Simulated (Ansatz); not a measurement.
# SiH3F (SMILES F[SiH3]): levels of theory compared

Aim: a comparison of 6 runs (CAM-B3LYP/STO-3G, HSE06/STO-3G, PBE/STO-3G, revPBE/STO-3G, CCSD/STO-3G, UCCSD(T)/STO-3G) of SiH3F. 

Program for the calculation: Ansatz 0.2.0.

57 further runs of the same task are left out: 2 that didn't finish, 55 set aside as unsound or not needed.

## (1) The structure to begin with

SiH3F: 5 atoms, total charge 0, spin state singlet. SMILES: `F[SiH3]`. The H3–Si2 distance was set to 3.704 Å, away from the relaxed value. At this shape a bond of the SMILES string is far longer than usual.

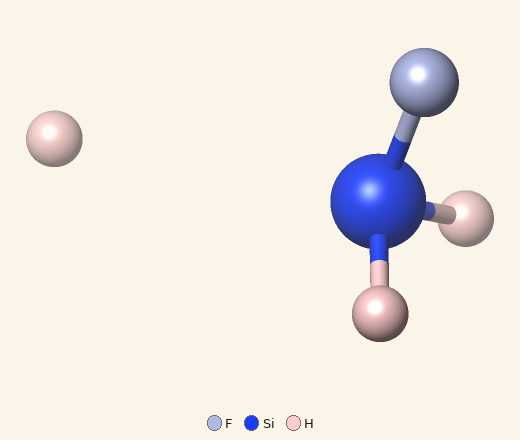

The structure, seen from a chosen angle (fluorine light blue, silicon blue, hydrogen pink).

## (2) The energy at CAM-B3LYP/STO-3G (run 1)

Input file input.yaml:

```yaml
crystal:
  periodic: [false, false, false]
  atoms:
    - {symbol: F, position_ang: [-0.657948, 0.422751, 2.977506]}
    - {symbol: Si, position_ang: [0.659952, 0.240651, 2.088806]}
    - {symbol: H, position_ang: [-0.367800, -0.192600, -1.443700]}
    - {symbol: H, position_ang: [1.385252, -0.957949, 2.571106]}
    - {symbol: H, position_ang: [1.497152, 1.453351, 2.242906]}
basis:
  gaussian: {orbitals: STO-3G}
hamiltonian: {xc: {name: CAM-B3LYP}}
accuracy: high
```

Run with:

```sh
$ ansatz run input.yaml --threads 1 --pin off --max-ram 2610MiB --events-out events.jsonl --progress --plain --runs-dir runs
```

Log:

```text
Warning: RAYON_NUM_THREADS=1 ignored (pool sized by the plan → 1); use --threads N
Functional definition: CAM-B3LYP
  name "CAM-B3LYP"
  parameter alpha = 0.19
  parameter beta = 0.46
  parameter omega = 0.33/bohr
  parameter ac = 0.81
  exchange = (1 - alpha - beta)*b88_x + beta*b88_x_sr(omega) + alpha*exact_x + beta*exact_x_lr(omega)
  correlation = (1 - ac)*vwn5_c + ac*lyp_c
284 factors; integrals over basis functions are off by at most 3.1e-8 eV
135 factors; integrals over basis functions are off by at most 9.9e-10 eV
mean field evaluation 1: about -10494.2091 eV, gradient 2.3e1 eV
mean field evaluation 2: about -10489.9888 eV, gradient 2.3e1 eV
mean field evaluation 4: about -10502.2395 eV, gradient 8.3e0 eV
mean field evaluation 8: about -10502.7219 eV, gradient 1.3e0 eV
mean field evaluation 16: about -10502.7123 eV, gradient 3.1e-5 eV
mean field -10502.71233116 eV, -385.9675591761 hartree, gradient 7.7e-9 eV, S^2 0.000000; 0 other end points of the search recorded, 0 dependent functions left out
reference -10502.71234462 eV, -385.9675596708 hartree; 13, 13 occupied and 4, 4 virtual orbitals, 284 factors
Total energy: -10502.71234462 eV, -385.9675596708 hartree
```

Wall time 1.1 s (1 thread of Intel Xeon Platinum 8259CL at 2.50GHz (Skylake/Cascade Lake), shared host); peak memory 0.11 GiB.

## (3) A single-point energy at HSE06/STO-3G (run 2)

Input file molecule.yaml:

```yaml
crystal:
  periodic: [false, false, false]
  atoms:
    - {symbol: F, position_ang: [-0.657948, 0.422751, 2.977506]}
    - {symbol: Si, position_ang: [0.659952, 0.240651, 2.088806]}
    - {symbol: H, position_ang: [-0.367800, -0.192600, -1.443700]}
    - {symbol: H, position_ang: [1.385252, -0.957949, 2.571106]}
    - {symbol: H, position_ang: [1.497152, 1.453351, 2.242906]}
basis:
  gaussian: {orbitals: STO-3G}
total_charge: 0
hamiltonian: {xc: {name: HSE06}}
accuracy: high
```

Run with:

```sh
$ ansatz run molecule.yaml --threads 1 --pin off --max-ram 2610MiB --events-out events.jsonl --progress --plain --runs-dir runs
```

Log:

```text
Warning: RAYON_NUM_THREADS=1 ignored (pool sized by the plan → 1); use --threads N
Functional definition: HSE06
  name "HSE06"
  parameter a = 0.25
  parameter omega = 0.11/bohr
  exchange = pbe_x - a*pbe_x_sr(omega) + a*exact_x_sr(omega)
  correlation = pbe_c
284 factors; integrals over basis functions are off by at most 3.1e-8 eV
55 factors; integrals over basis functions are off by at most 1.2e-9 eV
mean field evaluation 1: about -10490.2846 eV, gradient 2.2e1 eV
mean field evaluation 2: about -10485.0141 eV, gradient 2.7e1 eV
mean field evaluation 4: about -10491.8342 eV, gradient 1.3e1 eV
mean field evaluation 8: about -10487.9480 eV, gradient 1.3e1 eV
mean field evaluation 16: about -10499.1412 eV, gradient 2.9e-8 eV
mean field -10499.14116630 eV, -385.8363212880 hartree, gradient 2.5e-8 eV, S^2 0.000000; 0 other end points of the search recorded, 0 dependent functions left out
reference -10499.14116814 eV, -385.8363213558 hartree; 13, 13 occupied and 4, 4 virtual orbitals, 284 factors
Total energy: -10499.14116814 eV, -385.8363213558 hartree
```

Run time: 1.4 s. Hardware: 1 thread of Intel Xeon Platinum 8259CL at 2.50GHz (Skylake/Cascade Lake), shared host; peak memory 0.11 GiB.

Runs 3 to 4 aren't shown in full; the table further down has their settings and results.

## (4) The energy at CCSD/STO-3G (run 5)

input.yaml: that of step 2 with these lines changed.

```diff
@@ -10,3 +10,5 @@
   gaussian: {orbitals: STO-3G}
-hamiltonian: {xc: {name: CAM-B3LYP}}
+total_charge: 0
+correlation: {method: ccsd, frozen_orbitals: {F: 1, H: 0, Si: 5}}
 accuracy: high
+scf: {omitted_lower_state_checks: [cluster_reference, increment]}
```

Run with:

```sh
$ ansatz run input.yaml --threads 1 --pin off --max-ram 2610MiB --events-out events.jsonl --progress --plain --runs-dir runs
```

Log:

```text
Warning: RAYON_NUM_THREADS=1 ignored (pool sized by the plan → 1); use --threads N
[... 12 lines left out ...]
6 core orbitals not correlated: weight in the atoms' cores, before any rotation towards them, 1.000 or more for the frozen orbitals, at most 0.000 for the correlated occupied ones
[... 31 lines left out ...]
WARN: these amplitudes may be one of several solutions (largest doubles amplitude 0.89, level shift 13.18 eV)
Total energy: -10483.84778477 eV, -385.2742998832 hartree
Checks for a lower state left out: cluster_reference, increment
```

Run time: 0.2 s. Hardware: 1 thread of Intel Xeon Platinum 8259CL at 2.50GHz (Skylake/Cascade Lake), shared host.

## (5) The energy at UCCSD(T)/STO-3G (run 6)

molecule.yaml: that of step 3 with these lines changed.

```diff
@@ -9,5 +9,12 @@
 basis:
-  gaussian: {orbitals: STO-3G}
-total_charge: 0
-hamiltonian: {xc: {name: HSE06}}
+  gaussian:
+    orbitals: STO-3G
+magnetization:
+  spin_polarized: true
+  initial_magnetization: 0
+correlation:
+  method: ccsd_t
+  frozen_orbitals: {F: 1, H: 0, Si: 5}
 accuracy: high
+scf:
+  omitted_lower_state_checks: [cluster_reference, increment]
```

Run with:

```sh
$ ansatz run molecule.yaml --threads 1 --pin off --max-ram 2610MiB --events-out events.jsonl --progress --plain --runs-dir runs
```

Log:

```text
Warning: RAYON_NUM_THREADS=1 ignored (pool sized by the plan → 1); use --threads N
[... 14 lines left out ...]
6 core orbitals not correlated: weight in the atoms' cores, before any rotation towards them, 1.000 or more for the frozen orbitals, at most 0.000 for the correlated occupied ones
[... 33 lines left out ...]
Total energy: -10484.15386608 eV, -385.2855481638 hartree
Checks for a lower state left out: cluster_reference, increment
```

Wall time 0.36 s (1 thread of Intel Xeon Platinum 8259CL at 2.50GHz (Skylake/Cascade Lake), shared host).

## (6) Overview of the runs

```tsv
run	level	frozen core orbitals	energy (Eh)	wall time
1	CAM-B3LYP/STO-3G	–	-385.967560	1.1 s
2	HSE06/STO-3G	–	-385.836321	1.4 s
3	PBE/STO-3G	–	-385.816083	1.2 s
4	revPBE/STO-3G	–	-385.997775	1.1 s
5	CCSD/STO-3G	6	-385.274300	0.2 s
6	UCCSD(T)/STO-3G	6	-385.285548	0.36 s
```

## (7) Outcome

```
                                          quantity          value
                               run 6: total energy  -385.28555 Eh
run 6: correlation energy (6 core orbitals frozen)      -67.7 mEh
                             run 6: (T) correction      -2.35 mEh
          run 6: ⟨S²⟩ of the reference determinant          0.999
                              run 6: T1 diagnostic          0.015
```

What this shows: Totals of different functionals can't be ranked against each other. In run 5 the T1 diagnostic is large, so a single reference may not serve. In run 5 the log says that unrestricted orbitals would lower the reference, so the values rest on an unstable closed-shell determinant (other closed-shell runs at this shape may share the fault). In runs 1, 2, 3, 4, 5, 6 the basis is minimal, so the values are rough. In runs 1, 2, 3, 4, 5 a closed-shell determinant meets a far-stretched bond, which it describes badly. Spin contamination of the reference: run 6 ⟨S²⟩ = 1.00. Where it is this large, the reference is a mixture of spin states, and values that rest on it are in doubt. All runs together took 5.4 s, the longest 1.4 s.
